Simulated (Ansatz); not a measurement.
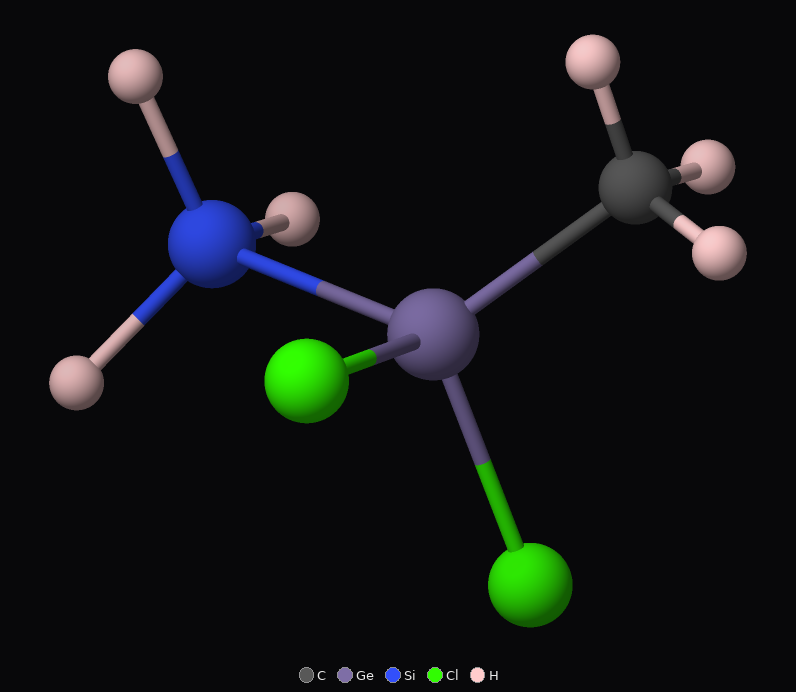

Every bond is drawn as one stick, whatever its order.

Question: Give the formula.

Answer: CH₆Cl₂GeSi, 11 atoms: 1 carbon, 6 hydrogen, 2 chlorine, 1 germanium and 1 silicon.

Question: Name functional groups in it.

Answer: Among them: Si–H bond.

Question: What is the point group of this geometry?

Answer: Cs.

The parts below concern this one geometry. Atoms keep their numbers from picture to picture. Computed geometry: PBE0-D4/def2-TZVP optimisation.

## Shape

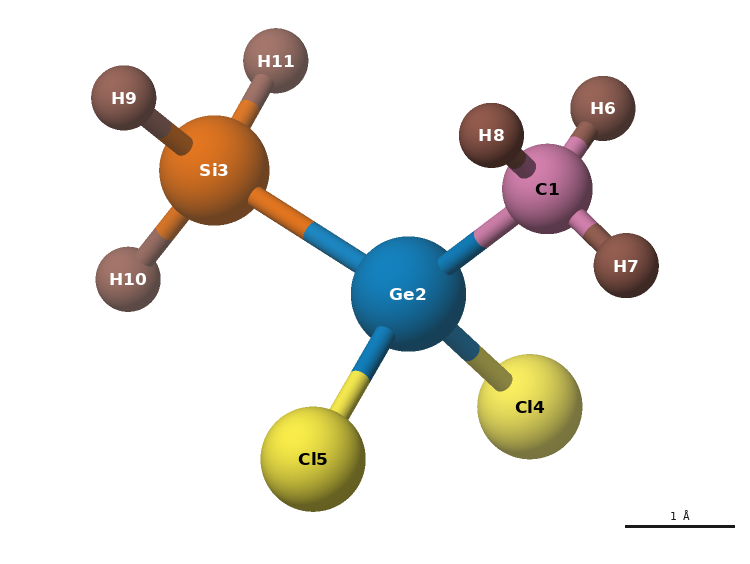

The atoms are numbered.

Question: How are the neighbours of atom 3 arranged?

Answer: Si3 has 4 neighbours (Ge2 at 2.38, H9 at 1.49, H10 at 1.48, H11 at 1.49 Å); the arrangement is tetrahedral.

Question: How are the neighbours of atom 1 arranged?

Answer: C1 has 4 neighbours (Ge2 at 1.94, H6 at 1.09, H7 at 1.09, H8 at 1.09 Å); the arrangement is tetrahedral.

Question: How are the neighbours of atom 2 arranged?

Answer: Ge2 has 4 neighbours (C1 at 1.94, Si3 at 2.38, Cl4 at 2.16, Cl5 at 2.16 Å); the arrangement is tetrahedral.

## Vibrations

Harmonic vibrations computed with RKS PBE0-D4/def2-TZVP (Ansatz 0.2.0) at a stationary point of the same level.

Question: How many vibrational modes are there, and where do they lie?

Answer: 27 modes: 88, 93, 99, 132, 145, 161, 170, 345, 413, 416, 509, 513, 617, 803, 808, 861, 931, 933, 1260, 1443, 1446, 2229, 2244, 2259, 3067, 3166, 3170 cm⁻¹.

## Charges

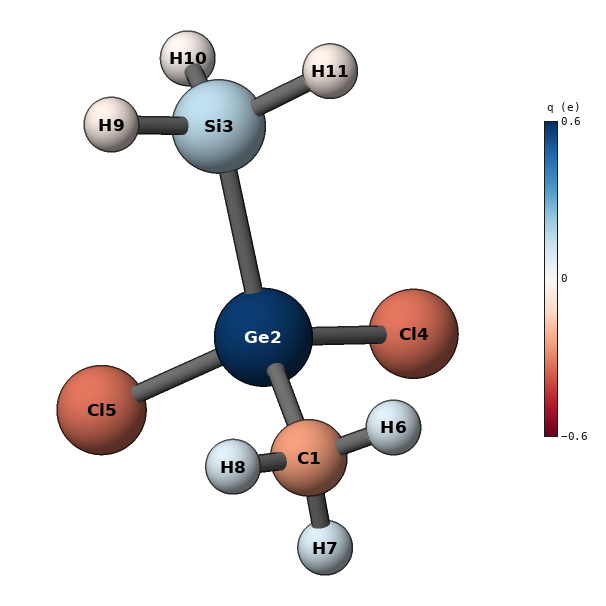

Atoms are coloured by their Mulliken charges. Properties computed with RKS r2SCAN-D4/def2-TZVPP (Ansatz 0.2.0).

List the Mulliken charges.

```json
{"atom": "C1", "value (e)": "−0.25"}
{"atom": "Ge2", "value (e)": "0.57"}
{"atom": "Si3", "value (e)": "0.16"}
{"atom": "Cl4", "value (e)": "−0.33"}
{"atom": "Cl5", "value (e)": "−0.33"}
{"atom": "H6", "value (e)": "0.09"}
{"atom": "H7", "value (e)": "0.10"}
{"atom": "H8", "value (e)": "0.09"}
{"atom": "H9", "value (e)": "−0.04"}
{"atom": "H10", "value (e)": "−0.03"}
{"atom": "H11", "value (e)": "−0.04"}
```

## Levels of theory compared

Program: Ansatz 0.2.0.

At this fixed geometry, give vertical IP (eV), HOMO energy (eV) at these levels: B3LYP-D4/def2-TZVPP; PBE-D4/def2-TZVPP; PBE0-D4/def2-TZVPP; r2SCAN-D4/def2-TZVPP; ωB97M-V/def2-TZVPP; ωB97X-V/def2-TZVPP.

```json
{"level": "B3LYP-D4/def2-TZVPP", "vertical IP (eV)": "9.84", "HOMO energy (eV)": "−7.86"}
{"level": "PBE-D4/def2-TZVPP", "vertical IP (eV)": "9.47", "HOMO energy (eV)": "−6.89"}
{"level": "PBE0-D4/def2-TZVPP", "vertical IP (eV)": "9.88", "HOMO energy (eV)": "−8.09"}
{"level": "r2SCAN-D4/def2-TZVPP", "vertical IP (eV)": "9.68", "HOMO energy (eV)": "−7.19"}
{"level": "ωB97M-V/def2-TZVPP", "vertical IP (eV)": "10.10", "HOMO energy (eV)": "−10.14"}
{"level": "ωB97X-V/def2-TZVPP", "vertical IP (eV)": "10.18", "HOMO energy (eV)": "−10.34"}
```

Mulliken values depend strongly on the basis set and can even reverse the polarity of a bond.
